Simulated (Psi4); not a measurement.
**B3LYP/6-31G(d) (spherical functions) run of BH3O3 (boric acid)**

Aim: the vertical singlet–triplet gap of BH3O3 (boric acid) at B3LYP/6-31G* (spherical functions), from 2 runs. The job is set up through a Python script.

The results are computed with Psi4 1.11.

5 further runs of the same task are left out: 1 that didn't finish, 4 set aside as unsound or not needed.

### Step 1. Starting point

BH3O3 has 7 atoms, charge 0, and is taken as a singlet. SMILES: `OB(O)O`. The shape is that of a PBE0-D4/def2-TZVP optimisation. This is a higher conformer, about 20 kJ/mol above the lowest found by a separate search.

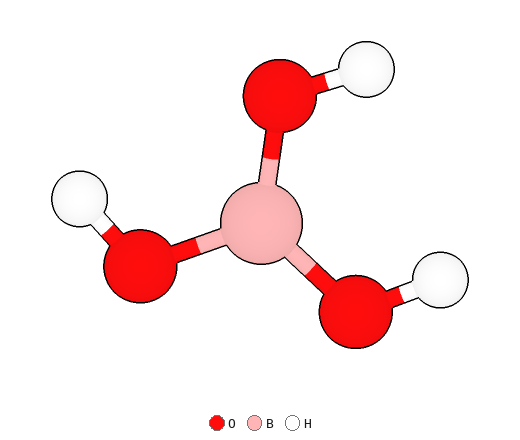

Viewed from a chosen angle; oxygen red, boron pink, hydrogen white.

### Step 2. Energy and forces at B3LYP/6-31G(d) (spherical functions)

Contents of calc.py:

```python
import psi4

psi4.set_memory('1600 MB')
psi4.set_num_threads(1)
psi4.set_output_file('psi4.out', False)

geom = psi4.geometry("""
O     -1.109700     0.802600     0.321900
B     -0.012200    -0.006800     0.228700
O      0.501200    -0.469300     1.400100
O      0.600700    -0.381300    -0.945400
H     -1.457400     1.118600    -0.511500
H      1.266800    -1.028200     1.254500
H      0.210500    -0.035700    -1.748300
symmetry c1
""")

psi4.set_options({
    'basis': '6-31G*',
    'reference': 'rks',
    'puream': True,
    'e_convergence': 1e-09,
    'd_convergence': 1e-08,
    'scf_type': 'pk',
    'dft_radial_points': 99,
    'dft_spherical_points': 590,
})

result, w = psi4.gradient('b3lyp', return_wfn=True)
psi4.oeprop(w, 'LOWDIN_CHARGES', 'QUADRUPOLE', 'MULLIKEN_CHARGES')
print('gradient / Eh bohr^-1')
print(result.np.round(6))
print(f'energy = {w.energy():.10f} Eh')
for k, v in sorted(psi4.core.scalar_variables().items()):
    print(f'{k:45s} {v:18.10f}')
```

On the command line:

```sh
$ python calc.py
```

psi4.out:

```text
[...]
  Running in c1 symmetry.
[...]
  Nuclear repulsion =  116.229634474461250
[...]
  Multiplicity = 1
[...]
  Nalpha       = 16
  Nbeta        = 16
[...]
    Number of basis functions: 62
[...]
   @RKS iter   1:  -252.10470995070617   -2.24810e-01   1.57873e-02 ADIIS/DIIS
[...]
   @RKS iter  10:  -252.46212797495511   -3.41629e-11   8.92441e-09 DIIS
[...]
  @RKS Final Energy:  -252.46212797495511
   => Energetics <=
    Nuclear Repulsion Energy =            116.2296344744612497
    One-Electron Energy =                -577.2186598894987810
    Two-Electron Energy =                 233.6995923549771419
    DFT Exchange-Correlation Energy =     -25.1726949148947199
    Empirical Dispersion Energy =           0.0000000000000000
    VV10 Nonlocal Energy =                  0.0000000000000000
    Total Energy =                       -252.4621279749551093
[...]
  -Total Gradient:
     Atom            X                  Y                   Z
    ------   -----------------  -----------------  -----------------
       1        0.002087175430    -0.001004242618    -0.007904926210
       2       -0.000218575563     0.000088830418     0.000983668277
       3        0.004434793570    -0.002830195218    -0.006736441747
       4       -0.006501460212     0.004971324175    -0.001994127844
       5        0.002290935222    -0.002195046834     0.007142666495
       6       -0.005862008732     0.004206177647     0.002208165561
       7        0.003752799440    -0.003224783934     0.006302338158
[...]
 Multipole Moments:
 ------------------------------------------------------------------------------------
     Multipole            Electronic (a.u.)      Nuclear  (a.u.)        Total (a.u.)
 ------------------------------------------------------------------------------------
 L = 1.  Multiply by 2.5417464519 to convert [e a0] to [Debye]
 Dipole X            :         -0.0323191            0.0374720            0.0051529
 Dipole Y            :          0.0000005            0.0813191            0.0813196
 Dipole Z            :          0.3463669           -1.5774358           -1.2310688
 Magnitude           :                                                    1.2337625
 L = 2.  Multiply by 1.3450342976 to convert [e a0^2] to [Debye ang]
 Quadrupole XX       :        -81.5918964           66.1408957          -15.4510007
 Quadrupole XY       :         47.9432581          -49.2102095           -1.2669514
[...]
  Mulliken Charges: (a.u.)
   Center  Symbol    Alpha    Beta     Spin     Total
       1     O     4.28633  4.28633  0.00000 -0.57267
       2     B     2.23241  2.23241  0.00000  0.53518
       3     O     4.28550  4.28550  0.00000 -0.57100
       4     O     4.30006  4.30006  0.00000 -0.60011
       5     H     0.30145  0.30145  0.00000  0.39709
       6     H     0.29435  0.29435  0.00000  0.41129
       7     H     0.29989  0.29989  0.00000  0.40021
   Total alpha = 16.00000, Total beta = 16.00000, Total charge =  0.00000
  Lowdin Charges: (a.u.)
[...]
```

Standard output:

```text
gradient / Eh bohr^-1
[[ 2.087e-03 -1.004e-03 -7.905e-03]
 [-2.190e-04  8.900e-05  9.840e-04]
 [ 4.435e-03 -2.830e-03 -6.736e-03]
 [-6.501e-03  4.971e-03 -1.994e-03]
 [ 2.291e-03 -2.195e-03  7.143e-03]
 [-5.862e-03  4.206e-03  2.208e-03]
 [ 3.753e-03 -3.225e-03  6.302e-03]]
energy = -252.4621279750 Eh
CURRENT ENERGY                                   -252.4621279750
CURRENT REFERENCE ENERGY                         -252.4621279750
DD SOLVATION ENERGY                                 0.0000000000
DFT FUNCTIONAL TOTAL ENERGY                      -252.4621279750
DFT TOTAL ENERGY                                 -252.4621279750
DFT VV10 ENERGY                                     0.0000000000
DFT XC ENERGY                                     -25.1726949149
GRID ELECTRONS ALPHA                               15.9999997911
GRID ELECTRONS BETA                                15.9999997911
GRID ELECTRONS TOTAL                               31.9999995821
NUCLEAR REPULSION ENERGY                          116.2296344745
ONE-ELECTRON ENERGY                              -577.2186598895
PCM POLARIZATION ENERGY                             0.0000000000
PE ENERGY                                           0.0000000000
SCF ITERATION ENERGY                             -252.4621279750
SCF ITERATIONS                                     10.0000000000
SCF TOTAL ENERGY                                 -252.4621279750
TWO-ELECTRON ENERGY                               233.6995923550
XC GRID RADIAL POINTS                              99.0000000000
XC GRID SPHERICAL POINTS                          590.0000000000
XC GRID TOTAL POINTS                           387622.0000000000
```

Wall time 16 s (1 thread of Intel Xeon Platinum 8259CL at 2.50GHz (Skylake/Cascade Lake), shared host); peak memory 0.88 GiB.

### Step 3. The triplet: a single-point energy at UB3LYP/6-31G(d) (spherical functions)

Contents of job.py:

```python
import psi4

psi4.set_memory(1600000000)
psi4.set_num_threads(1)
psi4.set_output_file('psi4.out', False)

geom = psi4.geometry("""
0 3
O     -1.109700     0.802600     0.321900
B     -0.012200    -0.006800     0.228700
O      0.501200    -0.469300     1.400100
O      0.600700    -0.381300    -0.945400
H     -1.457400     1.118600    -0.511500
H      1.266800    -1.028200     1.254500
H      0.210500    -0.035700    -1.748300
symmetry c1
""")

options = {'basis': '6-31G*', 'reference': 'uks', 'puream': True, 'e_convergence': 1e-09, 'd_convergence': 1e-08, 'scf_type': 'pk', 'dft_radial_points': 99, 'dft_spherical_points': 590, 'maxiter': 100}
psi4.set_options(options)

energy_value, wavefunction = psi4.energy('b3lyp', return_wfn=True)
psi4.oeprop(wavefunction, 'MAYER_INDICES', 'MULLIKEN_CHARGES', 'QUADRUPOLE', title='B3LYP')
print('E =', round(energy_value, 9))
for k, v in sorted(psi4.core.scalar_variables().items()):
    print(f'{k:45s} {v:18.10f}')
```

On the command line:

```sh
$ python job.py
```

psi4.out:

```text
[...]
  Running in c1 symmetry.
[...]
  Nuclear repulsion =  116.229634474461250
[...]
  Multiplicity = 3
[...]
  Nalpha       = 17
  Nbeta        = 15
[...]
    Number of basis functions: 62
[...]
   @UKS iter   1:  -251.83143627232926    4.84641e-02   1.34508e-02 ADIIS/DIIS
[...]
   @UKS iter  23:  -252.15936210988488   -2.27374e-12   4.27284e-09 DIIS
[...]
   @S^2 Observed:                2.009409017E+00
[...]
  @UKS Final Energy:  -252.15936210988488
   => Energetics <=
    Nuclear Repulsion Energy =            116.2296344744612497
    One-Electron Energy =                -574.9850729435491985
    Two-Electron Energy =                 231.6644915553586372
    DFT Exchange-Correlation Energy =     -25.0684151961555806
    Empirical Dispersion Energy =           0.0000000000000000
    VV10 Nonlocal Energy =                  0.0000000000000000
    Total Energy =                       -252.1593621098848814
[...]
 Multipole Moments:
 ------------------------------------------------------------------------------------
     Multipole            Electronic (a.u.)      Nuclear  (a.u.)        Total (a.u.)
 ------------------------------------------------------------------------------------
 L = 1.  Multiply by 2.5417464519 to convert [e a0] to [Debye]
 Dipole X            :          0.4035734            0.0374720            0.4410454
 Dipole Y            :         -0.4135095            0.0813191           -0.3321905
 Dipole Z            :          1.6426816           -1.5774358            0.0652459
 Magnitude           :                                                    0.5559933
 L = 2.  Multiply by 1.3450342976 to convert [e a0^2] to [Debye ang]
 Quadrupole XX       :        -83.5529894           66.1408957          -17.4120938
 Quadrupole XY       :         49.4760556          -49.2102095            0.2658460
[...]
  Mulliken Charges: (a.u.)
   Center  Symbol    Alpha    Beta     Spin     Total
       1     O     4.38282  3.70461  0.67821 -0.08744
       2     B     2.28867  2.24898  0.03969  0.46235
       3     O     4.28142  4.20798  0.07344 -0.48940
       4     O     4.32188  4.07598  0.24591 -0.39786
       5     H     0.83399  0.22507  0.60892 -0.05907
       6     H     0.34505  0.27902  0.06602  0.37593
       7     H     0.54617  0.25835  0.28781  0.19548
   Total alpha = 17.00000, Total beta = 15.00000, Total charge =  0.00000
  Mayer Bond Indices:
[...]
```

The script printed:

```text
E = -252.15936211
CURRENT ENERGY                                   -252.1593621099
CURRENT REFERENCE ENERGY                         -252.1593621099
DD SOLVATION ENERGY                                 0.0000000000
DFT FUNCTIONAL TOTAL ENERGY                      -252.1593621099
DFT TOTAL ENERGY                                 -252.1593621099
DFT VV10 ENERGY                                     0.0000000000
DFT XC ENERGY                                     -25.0684151962
GRID ELECTRONS ALPHA                               16.9999990365
GRID ELECTRONS BETA                                14.9999998293
GRID ELECTRONS TOTAL                               31.9999988658
NUCLEAR REPULSION ENERGY                          116.2296344745
ONE-ELECTRON ENERGY                              -574.9850729435
PCM POLARIZATION ENERGY                             0.0000000000
PE ENERGY                                           0.0000000000
SCF ITERATION ENERGY                             -252.1593621099
SCF ITERATIONS                                     23.0000000000
SCF TOTAL ENERGY                                 -252.1593621099
TWO-ELECTRON ENERGY                               231.6644915554
XC GRID RADIAL POINTS                              99.0000000000
XC GRID SPHERICAL POINTS                          590.0000000000
XC GRID TOTAL POINTS                           387622.0000000000
```

Wall time 37 s (1 thread of Intel Xeon Platinum 8259CL at 2.50GHz (Skylake/Cascade Lake), shared host); peak memory 0.89 GiB.

### Step 4. Results

Level: B3LYP/6-31G* (spherical functions).

```
                                        quantity          value
                           singlet: total energy  -252.46213 Eh
                          singlet: dipole moment         3.14 D
                            singlet: HOMO energy       -8.31 eV
                            singlet: LUMO energy        1.10 eV
                          singlet: HOMO–LUMO gap        9.41 eV
               singlet: largest force on an atom     0.440 eV/Å
                           triplet: total energy  -252.15936 Eh
                          triplet: dipole moment         1.41 D
     triplet: HOMO energy (highest over α and β)       -0.98 eV
                                   triplet: ⟨S²⟩          2.009
vertical energy of the triplet above the singlet       8.239 eV
```

**Reading.** At this shape the triplet lies 8.24 eV (190 kcal/mol) above the singlet. The largest force (singlet) is 0.44 eV/Å: the shape isn't a stationary point for this species at this level. Mulliken charges (triplet) run from -0.49 on O3 to +0.46 on B2; they depend strongly on the basis.
